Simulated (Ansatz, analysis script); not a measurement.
# Cr: moments against volume

Aim: follow the moments and energy of Cr as the cell is scaled, from three starts.

Main program and level: Ansatz 0.2.0; PBEsol, PAW set soft_1 (files made for PBE).

**1. The starting structure**

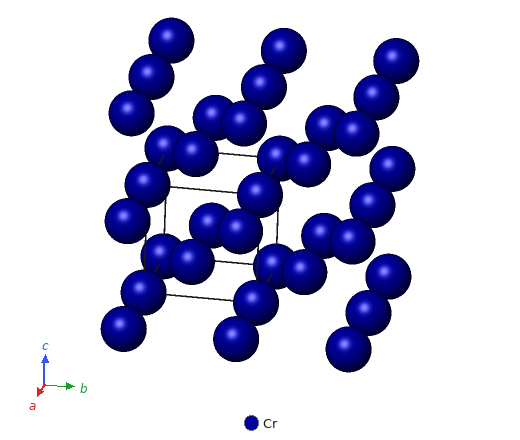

The cell as given, slightly off an axis (chromium blue). 2×2×2 cells are drawn. Some periodic images of atoms are drawn too.

The cell of this run holds 2 atoms, 2 of them with a starting moment; values «a cell» refer to the cell of the run in question.

**2. The collinear state**

A collinear run comes first: it shows whether moments survive, and how large they are.

Contents of input.yaml:

```yaml
crystal:
  lattice:
    - [2.9688993551, 0.0, 0.0]
    - [0.0, 2.9688993551, 0.0]
    - [0.0, 0.0, 2.9688993551]
  atoms:
    - { symbol: Cr, position: [0.0, 0.0, 0.0], spin: 2.5 }
    - { symbol: Cr, position: [0.5, 0.5, 0.5], spin: -2.5 }
magnetization:
  spin_polarized: true
kpoints:
  mp_grid: { grid: [9, 9, 9] }
hamiltonian:
  xc: pbesol
  pseudopotentials: { kind: paw, azcp: { folder: soft_1 }, xc_functional: pbe }
scf:
  occupations: { method: fermi_dirac, width: 0.1 }
  max_iter: 120
  convergence: { dr2_threshold: 1.0e-08 }
  lower_state_search: "off"
output:
  write_density: true
  write_potential: true
  elf: true
  volumetric_format: npy
```

Run with:

```sh
ansatz run input.yaml --threads 2 --pin off --max-ram 5120MiB --backend cpu --events-out ev --progress --plain --runs-dir out
```

Numbers of over 12 decimals in the logs are rounded to 6 here.

Log:

```text
Engine: ansatz 0.2.0, x86_64-unknown-linux-gnu
Pseudopotentials: kind: paw
Pseudopotential: Cr, paw, valence charge 14, recommended cutoff 420 eV (normal), soft_1/Cr.paw.azcp
Functional definition: PBEsol
  exchange = pbesol_x
  correlation = pbesol_c
Crystal: 2 atoms, lattice volume = 26.169 Å³
Basis set: ecut = 420 eV, 485 PW (Γ)
Bands: 21, of which v1, the nominal top of the filled ones, is band 14 counted from 1 (13 counted from 0)
Symmetry: 48 space group operations
Space group: Pm-3m (ITA 221), of the structure as read, at distance tolerance 3.0e-5 Å
Magnetic group: BNS 221.97 (UNI 1599), of the structure as read, at distance tolerance 3.0e-5 Å
k-points: 35 of 729
Non-local potential: Cr, projectors of the file, l = 0: 3, l = 1: 2, l = 2: 3, l = 3: 1
PAW form: soft (Blöchl's): semilocal exchange-correlation on the pseudo side does not see the compensation charge
PAW frozen core: Cr, regenerated for the run's functional, and the local potential with it (the file was generated under x = pbe(κ = 0.804, μ = 0.219515), c = pbe(β = 0.066725))
PAW one-centre angular grid: Cr, 590 points (default); XC on 64 Gauss nodes
Initial density: superposition of atomic densities (chi_scale 0.1, normalization cell)
Starting moments: Σ|m| = 5 μB on 2 of 2 sites
Starting magnetic order: antiferromagnet; a translation exchanges its spin sublattices: spin-degenerate at every k-point
Initial wavefunctions: pseudopotential atomic-orbital guess
Functional: x = pbesol(κ = 0.804, μ = 0.123457), c = pbesol(β = 0.046)
SCF iter   1: F=—  HF=-6701.181909 eV  |F-HF|=—  |Δ(HF+E_count)|=         —  Δρ=1.64e-1 (↑1.64e-1 ↓1.64e-1)  dr2=1.26e1  dr2_m=3.01e0  M=0.000 μB ∫|m|=2.986 μB  β_m=0.30  ethr=3.10e-3  ⟨swp⟩=4.1  Hψ=2578  notcnv=0
preconditioner: auto → none  [metal: Δε(μ)=0.180 eV  Ē_g=6.435 eV  σ=0.100 eV  W_gap=0.38  n_scr=6 (ndim 8)  ℏωp=25.1 eV  f_vac=0.000  D(μ)=0.51/eV (n_scr^D=0)  sad-step TF]
SCF iter   2: F=—  HF=-6698.873327 eV  |F-HF|=—  |Δ(HF+E_count)|=    2.31e0  Δρ=8.77e-2 (↑8.77e-2 ↓8.77e-2)  dr2=3.55e0  dr2_m=9.51e-1  M=0.000 μB ∫|m|=3.270 μB  β_m=0.30  ethr=3.10e-3  ⟨swp⟩=2.0  Hψ=1683  notcnv=0  defer=4
SCF iter   3: F=—  HF=-6698.080206 eV  |F-HF|=—  |Δ(HF+E_count)|=   7.93e-1  Δρ=2.73e-2 (↑2.73e-2 ↓2.73e-2)  dr2=9.49e-2  dr2_m=1.06e-1  M=0.000 μB ∫|m|=3.714 μB  β_m=0.30  ethr=3.10e-3  ⟨swp⟩=2.6  Hψ=1480  notcnv=0  defer=4
SCF iter   4: F=—  HF=-6698.073515 eV  |F-HF|=—  |Δ(HF+E_count)|=   6.69e-3  Δρ=2.82e-2 (↑2.82e-2 ↓2.82e-2)  dr2=1.38e-1  dr2_m=1.51e-1  M=0.000 μB ∫|m|=3.526 μB  β_m=0.30  ethr=3.39e-4  ⟨swp⟩=2.0  Hψ=1733  notcnv=0  defer=1
SCF iter   5: F=—  HF=-6698.053234 eV  |F-HF|=—  |Δ(HF+E_count)|=   2.03e-2  Δρ=1.37e-2 (↑1.37e-2 ↓1.37e-2)  dr2=2.03e-3  dr2_m=4.46e-2  M=0.000 μB ∫|m|=3.605 μB  β_m=1.00  ethr=3.39e-4  ⟨swp⟩=2.1  Hψ=1250  notcnv=0  defer=1
SCF iter   6: F=—  HF=-6698.077538 eV  |F-HF|=—  |Δ(HF+E_count)|=   2.43e-2  Δρ=1.04e-3 (↑1.04e-3 ↓1.04e-3)  dr2=2.20e-4  dr2_m=1.80e-4  M=0.000 μB ∫|m|=3.614 μB  β_m=1.00  ethr=7.25e-6  ⟨swp⟩=2.0  Hψ=1428  notcnv=0
SCF iter   7: F=—  HF=-6698.079550 eV  |F-HF|=—  |Δ(HF+E_count)|=   2.01e-3  Δρ=6.83e-4 (↑6.83e-4 ↓6.83e-4)  dr2=9.90e-5  dr2_m=7.96e-5  M=0.000 μB ∫|m|=3.604 μB  β_m=0.30  ethr=7.86e-7  ⟨swp⟩=2.0  Hψ=1262  notcnv=0
SCF iter   8: F=—  HF=-6698.079024 eV  |F-HF|=—  |Δ(HF+E_count)|=   5.27e-4  Δρ=1.41e-3 (↑1.41e-3 ↓1.41e-3)  dr2=2.64e-5  dr2_m=4.64e-4  M=0.000 μB ∫|m|=3.584 μB  β_m=0.30  ethr=3.54e-7  ⟨swp⟩=2.0  Hψ=1239  notcnv=0
SCF iter   9: F=—  HF=-6698.079181 eV  |F-HF|=—  |Δ(HF+E_count)|=   1.57e-4  Δρ=1.76e-3 (↑1.76e-3 ↓1.76e-3)  dr2=1.65e-5  dr2_m=7.41e-4  M=0.000 μB ∫|m|=3.566 μB  β_m=0.30  ethr=9.42e-8  ⟨swp⟩=2.0  Hψ=1260  notcnv=0
SCF iter  10: F=—  HF=-6698.079418 eV  |F-HF|=—  |Δ(HF+E_count)|=   2.37e-4  Δρ=1.90e-3 (↑1.90e-3 ↓1.90e-3)  dr2=1.18e-7  dr2_m=8.67e-4  M=0.000 μB ∫|m|=3.551 μB  β_m=0.30  ethr=5.91e-8  ⟨swp⟩=2.0  Hψ=1263  notcnv=0
[...]
SCF iter  18: F=—  HF=-6698.080769 eV  |F-HF|=—  |Δ(HF+E_count)|=   8.50e-5  Δρ=1.58e-3 (↑1.58e-3 ↓1.58e-3)  dr2=7.32e-5  dr2_m=5.77e-4  M=0.000 μB ∫|m|=3.455 μB  β_m=0.30  ethr=4.22e-10  ⟨swp⟩=3.0  Hψ=1457  notcnv=0
SCF iter  19: F=—  HF=-6698.080934 eV  |F-HF|=—  |Δ(HF+E_count)|=   1.65e-4  Δρ=1.75e-3 (↑1.75e-3 ↓1.75e-3)  dr2=3.81e-4  dr2_m=6.24e-4  M=0.000 μB ∫|m|=3.443 μB  β_m=0.30  ethr=4.22e-10  ⟨swp⟩=3.0  Hψ=1486  notcnv=0
SCF iter  20: F=—  HF=-6698.080961 eV  |F-HF|=—  |Δ(HF+E_count)|=   2.74e-5  Δρ=1.50e-3 (↑1.50e-3 ↓1.50e-3)  dr2=1.99e-4  dr2_m=4.80e-4  M=0.000 μB ∫|m|=3.436 μB  β_m=0.30  ethr=4.22e-10  ⟨swp⟩=3.0  Hψ=1489  notcnv=0
Mixer restart at iter 20: flushing history
spin-set hold released at iteration 20 (site moments' squared step at or under half its running peak, from the soft ceiling on): the magnetisation degrees of freedom join the quasi-Newton model from the next iteration; the mixer history was flushed
SCF iter  21: F=—  HF=-6698.080969 eV  |F-HF|=—  |Δ(HF+E_count)|=   8.07e-6  Δρ=1.11e-3 (↑1.11e-3 ↓1.11e-3)  dr2=1.03e-6  dr2_m=2.96e-4  M=0.000 μB ∫|m|=3.432 μB  β_m=0.54  ethr=4.22e-10  ⟨swp⟩=4.0  Hψ=1856  notcnv=0
SCF iter  22: F=—  HF=-6698.081133 eV  |F-HF|=—  |Δ(HF+E_count)|=   1.64e-4  Δρ=1.22e-3 (↑1.22e-3 ↓1.22e-3)  dr2=1.87e-4  dr2_m=3.00e-4  M=0.000 μB ∫|m|=3.413 μB  β_m=0.13  ethr=4.22e-10  ⟨swp⟩=3.3  Hψ=1647  notcnv=0
SCF iter  23: F=—  HF=-6698.081155 eV  |F-HF|=—  |Δ(HF+E_count)|=   2.19e-5  Δρ=6.96e-4 (↑6.96e-4 ↓6.96e-4)  dr2=1.02e-5  dr2_m=1.13e-4  M=0.000 μB ∫|m|=3.405 μB  β_m=0.38  ethr=4.22e-10  ⟨swp⟩=3.1  Hψ=1800  notcnv=0
SCF iter  24: F=—  HF=-6698.081281 eV  |F-HF|=—  |Δ(HF+E_count)|=   1.26e-4  Δρ=2.25e-4 (↑2.25e-4 ↓2.25e-4)  dr2=1.97e-6  dr2_m=1.16e-5  M=0.000 μB ∫|m|=3.365 μB  β_m=0.77  ethr=4.22e-10  ⟨swp⟩=3.0  Hψ=1521  notcnv=0
SCF iter  25: F=—  HF=-6698.081291 eV  |F-HF|=—  |Δ(HF+E_count)|=   1.02e-5  Δρ=1.51e-5 (↑1.51e-5 ↓1.51e-5)  dr2=5.23e-8  dr2_m=2.66e-8  M=0.000 μB ∫|m|=3.348 μB  β_m=0.86  ethr=4.22e-10  ⟨swp⟩=3.0  Hψ=1454  notcnv=0
SCF iter  26: F=-6698.081291 eV  HF=-6698.081291 eV  |F-HF|=2.40e-9  |Δ(HF+E_count)|=   7.70e-8  Δρ=3.93e-6 (↑3.93e-6 ↓3.93e-6)  dr2=5.97e-9  dr2_m=1.79e-9  M=0.000 μB ∫|m|=3.349 μB  ethr=3.57e-11  ⟨swp⟩=1.1  Hψ=2214  notcnv=0
SCF 1 converged in 26 iterations: F = -6698.081291 eV  dr2 = 5.97e-9
  greatest PAW one-centre occupation: 1.001 electrons in one spin orbital (limit 2), on the Cr atom at site 1 (counted from 0), in its partial waves of l = 0
SCF converged after 26 iterations
Magnetization: 0.0000 μB (14.0000 up, 14.0000 down)
Absolute magnetization: 3.3488 μB (∫|ρ↑−ρ↓|, with the PAW one-centre terms)
Spin contamination: 0.9025 ħ² per cell (⟨S²⟩ above its minimum at these occupations)
Per-site moments (μB) at R_I (Å): [(1.567286, 1.060596), (-1.567286, 1.060596)]
Free energy (F): -6698.081291 eV
Harris-Foulkes:  -6698.081291 eV  (|F-HF|=2.40e-9)
Internal energy: -6698.055852 eV  (E = F + TS)
E sigma→0 (E₀):  -6698.068572 eV
Entropy (-TS):   -0.025439 eV (-12.719 meV/atom)
Fermi energy:    16.657329 eV
--- Per-component energies (eV) ---
  E_band       = -357.912150
  E_kinetic    = 600.264545
  E_local      = -2418.951519  (includes V_loc(G=0)·N_el)
  E_nonlocal   = 88.838208
  E_hartree    = 1101.632061
  E_xc         = -228.839160
  E_vxc        = -292.352766  (∫ρ·V_xc dr)
  E_paw        = -2381.749696  (= ΣΔE_a)
  E_vpaw       = -538.981189  (= ΣTr[D̂ρ^β])
  E_aug_tail   = 0.001215  (compensation charges beyond the density's cutoff)
  E_ewald      = -3459.571505
  E_core_change = 0.319999  (= ΣΔE_core)
  E_smearing   = -0.025439  (= −TS)
  E_closure    = -0.000000  (closes the sum)
  Σ components = -6698.081291   (vs F -6698.081291, Δ=0.00e0)
--- Band table (eV; the first three rows and the last of 70) ---
  k-point 0 ↑: bands = [... 10 lower, 13.0292, 15.8502, 15.8502, 15.8502, 17.8593, 17.8593, 19.1647, 19.1647, ... 3 higher]
  k-point 1 ↑: bands = [... 10 lower, 13.1486, 15.8280, 15.8280, 15.9184, 17.7057, 17.9166, 18.8757, 18.8757, ... 3 higher]
  k-point 2 ↑: bands = [... 10 lower, 13.4943, 15.7820, 15.7820, 16.1092, 17.2712, 18.0623, 18.2442, 18.2442, ... 3 higher]
  k-point 34 ↓: bands = [... 10 lower, 14.2315, 15.1288, 15.1799, 15.1799, 17.4593, 17.4593, 18.7766, 18.7766, ... 3 higher]
```

The job ended after 8.5 s (2 threads of Intel Xeon at 2.50GHz (Skylake/Cascade Lake), shared host; peak memory 0.29 GiB; 7.3 s of CPU time).

In the SCF lines HF is the Harris–Foulkes energy and dr2 the Hartree energy of the density residual, in eV; the loop may stop once dr2 is under the threshold and the program's other checks hold. Hψ counts applications of the Hamiltonian.

Spin moment in the atom's sphere by atom:

```
atom  spin moment in the atom's sphere (μB)
 Cr1                                   1.57
 Cr2                                  -1.57
```

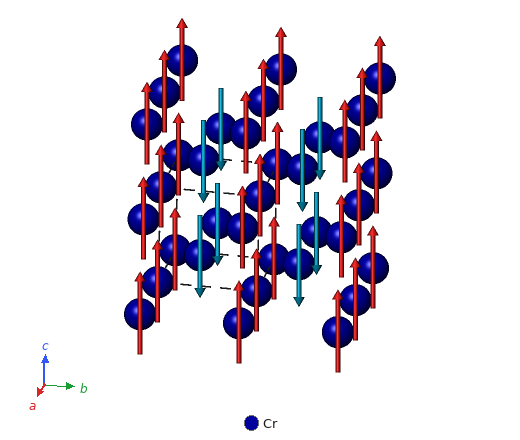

Spin moment in the atom's sphere as arrows, the longest 1.57 μB. Up and down stand for the sign. Arrows give size and sign along the axis of quantisation, drawn up and down the page. The two directions have two colours. 2×2×2 cells are drawn. Some periodic images of atoms are drawn too.

Tables count atoms from 1; parts of the log count from 0.

The run ends antiferromagnetic, with a net moment of 0 μB a cell. Only this order was typed.

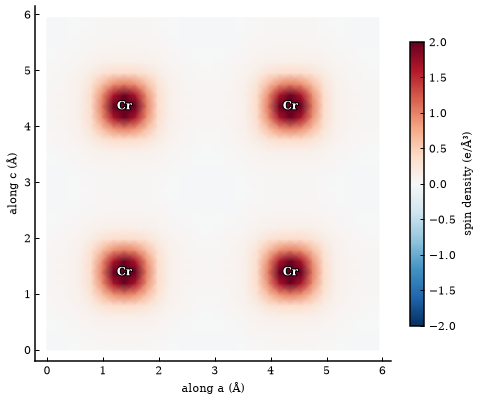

Spin density in the ac plane at fractional y = 0.000, with atoms of Cr within 0.2 Å of it. The map starts off the cell's origin, so that atoms lie inside it.

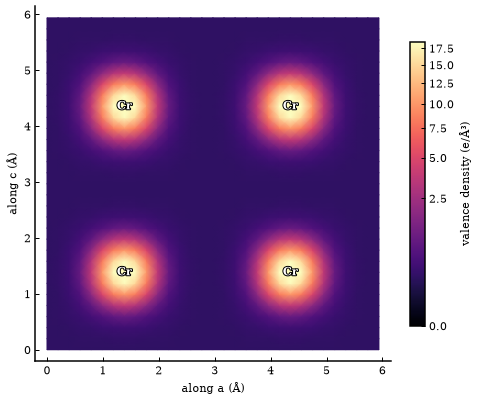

Valence density in the ac plane at fractional y = 0.000, with atoms of Cr within 0.2 Å of it. It is the smooth field of the valence electrons, not physical close to the nuclei. The map starts off the cell's origin, so that atoms lie inside it. The colour scale is stretched toward low values.

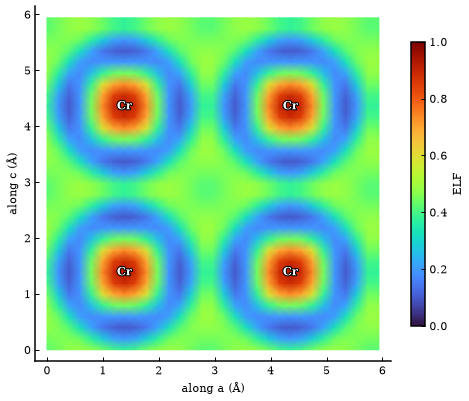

ELF in the ac plane at fractional y = 0.000, with atoms of Cr within 0.2 Å of it. It is the smooth field of the valence electrons, not physical close to the nuclei. The map starts off the cell's origin, so that atoms lie inside it.

**3. The same state on a denser mesh**

Levels at the Fermi energy are partly filled, so moments and energy differences can hang on the k-mesh, and the state is solved again on a denser one.

input.yaml, the sections that differ from step 2:

```yaml
crystal:
  lattice:
    - [2.9688993551, 0.0, 0.0]
    - [0.0, 2.9688993551, 0.0]
    - [0.0, 0.0, 2.9688993551]
  atoms:
    - { symbol: Cr, position: [0.0, 0.0, 0.0], spin: 1.57 }
    - { symbol: Cr, position: [0.5, 0.5, 0.5], spin: -1.57 }
kpoints:
  mp_grid: { grid: [13, 13, 13] }
basis:
  ecutwfc: 420.0
checkpoint:
  read: start
  write: ck
  compress: false
  write_wavefunctions: false
  write_every: 100000
# magnetization, hamiltonian, scf: as in step 2
# output: removed
```

Log:

```text
[...]
SCF converged after 6 iterations
Magnetization: 0.0000 μB (14.0000 up, 14.0000 down)
Absolute magnetization: 3.3487 μB (∫|ρ↑−ρ↓|, with the PAW one-centre terms)
[...]
Per-site moments (μB) at R_I (Å): [(1.567065, 1.060596), (-1.567065, 1.060596)]
Free energy (F): -6698.084356 eV
[...]
Internal energy: -6698.062588 eV  (E = F + TS)
E sigma→0 (E₀):  -6698.073472 eV
Entropy (-TS):   -0.021768 eV (-10.884 meV/atom)
Fermi energy:    16.659409 eV
[...]
```

Wall time 8.4 s (2 threads); peak memory 0.34 GiB.

Spin moment in the atom's sphere by atom:

```
atom  spin moment in the atom's sphere (μB)
 Cr1                                   1.57
 Cr2                                  -1.57
```

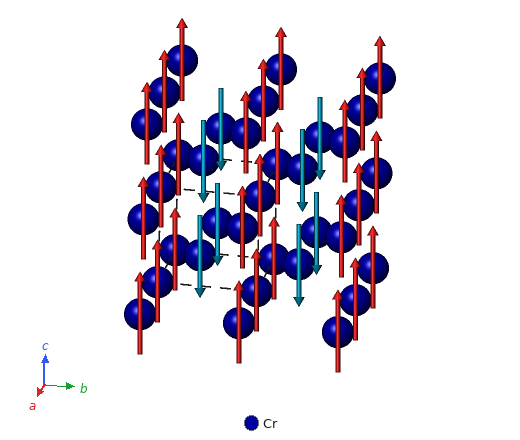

Spin moment in the atom's sphere as arrows, the longest 1.57 μB. Up and down stand for the sign. Arrows give size and sign along the axis of quantisation, drawn up and down the page. The two directions have two colours. 2×2×2 cells are drawn. Some periodic images of atoms are drawn too.

The run ends antiferromagnetic, with a net moment of 0 μB a cell, against 0 μB on the first mesh.

The cell's volume is scaled by the factor named; fractional positions stay, and energies count from the lowest run.

**4. Factor 0.7, typed moments**

Three starts at each size show whether high-spin, low-spin and non-magnetic states coexist. One mesh, built for the smallest cell, and one cutoff serve all sizes, so that energies can be subtracted.

input.yaml, the sections that differ from step 3:

```yaml
crystal:
  lattice:
    - [2.63609762, 0.0, 0.0]
    - [0.0, 2.63609762, 0.0]
    - [0.0, 0.0, 2.63609762]
  atoms:
    - { symbol: Cr, position: [0.0, 0.0, 0.0], spin: 2.5 }
    - { symbol: Cr, position: [0.5, 0.5, 0.5], spin: -2.5 }
kpoints:
  mp_grid: { grid: [15, 15, 15] }
output:
  stress: true
# magnetization, hamiltonian, scf, basis: as in step 3
# checkpoint: removed
```

Run with:

```sh
ansatz run input.yaml --threads 1 --pin off --max-ram 2560MiB --backend cpu --events-out ev --progress --plain --runs-dir out
```

Log:

```text
Warning: output.stress: scf.convergence.dr2_threshold = 1e-8 eV is looser than the 2e-10 eV advised for a printed stress (1e-10 eV for each atom of the cell: 2). What an SCF threshold leaves in a stress goes as its square root, and in the free energy as the threshold itself, and one threshold admits the most on a small cell: [figures from the program's tests cut] Set scf.convergence.dr2_threshold to 2e-10 eV or tighter. The threshold is an SCF's pass mark: one that does not reach it within its budget of iterations ends unconverged, or closes short of it on a stop that the run arms, and scf.convergence.dr2_threshold's page says what that costs each kind of run
[...]
Crystal: 2 atoms, lattice volume = 18.318 Å³
Basis set: ecut = 420 eV, 365 PW (Γ)
Bands: 21, of which v1, the nominal top of the filled ones, is band 14 counted from 1 (13 counted from 0)
Symmetry: 48 space group operations
[...]
k-points: 120 of 3375
[...]
Starting moments: Σ|m| = 5 μB on 2 of 2 sites
[...]
SCF iter   1: F=—  HF=-6699.083785 eV  |F-HF|=—  |Δ(HF+E_count)|=         —  Δρ=2.02e-1 (↑2.02e-1 ↓2.02e-1)  dr2=7.89e0  dr2_m=4.33e0  M=0.000 μB ∫|m|=2.256 μB  β_m=0.30  ethr=3.10e-3  ⟨swp⟩=4.3  Hψ=9349  notcnv=0
[...]
SCF iter  10: F=—  HF=-6697.454839 eV  |F-HF|=—  |Δ(HF+E_count)|=   1.71e-2  Δρ=2.64e-2 (↑2.64e-2 ↓2.64e-2)  dr2=6.28e-5  dr2_m=1.17e-1  M=0.000 μB ∫|m|=1.338 μB  β_m=0.30  ethr=4.71e-8  ⟨swp⟩=3.0  Hψ=4960  notcnv=0  defer=8
[...]
spin-set hold released at iteration 10 (site moments contracting): the magnetisation degrees of freedom join the quasi-Newton model from the next iteration; the mixer history was flushed
SCF iter  11: F=—  HF=-6697.468722 eV  |F-HF|=—  |Δ(HF+E_count)|=   1.39e-2  Δρ=2.36e-2 (↑2.36e-2 ↓2.36e-2)  dr2=6.93e-5  dr2_m=9.37e-2  M=0.000 μB ∫|m|=1.246 μB  β_m=0.25  ethr=4.71e-8  ⟨swp⟩=2.9  Hψ=4827  notcnv=0  defer=7
[...]
SCF iter  19: F=-6697.545437 eV  HF=-6697.545437 eV  |F-HF|=8.19e-12  |Δ(HF+E_count)|=   2.23e-9  Δρ=2.97e-7 (↑2.97e-7 ↓2.97e-7)  dr2=2.16e-13  dr2_m=1.46e-11  M=0.000 μB ∫|m|=0.000 μB  ethr=5.72e-12  ⟨swp⟩=1.4  Hψ=7522  notcnv=0
WARN: the starting moments were not kept: the SCF closed with an absolute magnetisation of 2.2e-5 μB, where they sum to 5 μB in size (2 sites). That is at most 0.1 of that sum. Measured as dr2_m measures the in/out step, that magnetisation stands 2.6e-10 eV from none, at or under the dr2_threshold of 1.0e-8 eV: it is no larger than a step whose dr2_m would equal this threshold. The system may hold no moment; this SCF [...]
SCF 1 converged in 19 iterations: F = -6697.545437 eV  dr2 = 2.16e-13
[...]
SCF converged after 19 iterations
Magnetization: 0.0000 μB (14.0000 up, 14.0000 down)
Absolute magnetization: 0.0000 μB (∫|ρ↑−ρ↓|, with the PAW one-centre terms)
[...]
Per-site moments (μB) at R_I (Å): [(-1.037343096961812e-5, 0.941708), (1.037343096961812e-5, 0.941708)]
Free energy (F): -6697.545437 eV
[...]
Internal energy: -6697.505829 eV  (E = F + TS)
E sigma→0 (E₀):  -6697.525633 eV
Entropy (-TS):   -0.039608 eV (-19.804 meV/atom)
Fermi energy:    25.172853 eV
[...]
--- Stress (GPa, compression-positive) ---
       83.135748      -0.000000       0.000000
       -0.000000      83.135748      -0.000000
        0.000000       0.000000      83.135748
  P = ⅓ Tr σ = 83.1357 GPa (831.357 kbar)
```

Elapsed: 16 s, on 1 thread; peak memory 0.34 GiB.

It ends non-magnetic, with 0 μB on the largest site.

**5. Factor 0.7, starting moments cut to 30 %**

The density is converged from the given moments; the state reached depends on that start.

Changes to input.yaml since step 4:

```diff
@@ -6,4 +6,4 @@
   atoms:
-    - { symbol: Cr, position: [0.0, 0.0, 0.0], spin: 2.5 }
-    - { symbol: Cr, position: [0.5, 0.5, 0.5], spin: -2.5 }
+    - { symbol: Cr, position: [0.0, 0.0, 0.0], spin: 0.75 }
+    - { symbol: Cr, position: [0.5, 0.5, 0.5], spin: -0.75 }
 magnetization:
```

Log:

```text
[...]
Crystal: 2 atoms, lattice volume = 18.318 Å³
Basis set: ecut = 420 eV, 365 PW (Γ)
Bands: 19, of which v1, the nominal top of the filled ones, is band 14 counted from 1 (13 counted from 0)
Symmetry: 48 space group operations
[...]
k-points: 120 of 3375
[...]
Internal energy: -6697.505829 eV  (E = F + TS)
E sigma→0 (E₀):  -6697.525633 eV
Entropy (-TS):   -0.039608 eV (-19.804 meV/atom)
Fermi energy:    25.172853 eV
[...]
--- Stress (GPa, compression-positive) ---
       83.135747       0.000000       0.000000
        0.000000      83.135747       0.000000
        0.000000       0.000000      83.135747
  P = ⅓ Tr σ = 83.1357 GPa (831.357 kbar)
[key lines of the parts left out:]
SCF converged after 22 iterations
Magnetization: 0.0000 μB (14.0000 up, 14.0000 down)
Free energy (F): -6697.545437 eV
```

Run time: 16 s. Hardware: 1 thread; peak memory 0.34 GiB.

It ends non-magnetic, with 0 μB on the largest site.

(Continued in part 2 of 2.)

[Logs and program files are shortened in this print: banners, set-up blocks, solver, clock and traceback lines can be left out without a mark of their own.]

[Logs are printed without paths, hosts, clocks, repeated set-up lines and the standing remarks that a program may print on its own settings, such as how far it seeks lower states.]

[Hosts, paths, dates, database ids (printed as entryN), source tags and the programs' standing remarks are cut or masked in the printed files.]

[Where the input sets lower_state_search to off, the program did not look for lower states, so one may exist.]
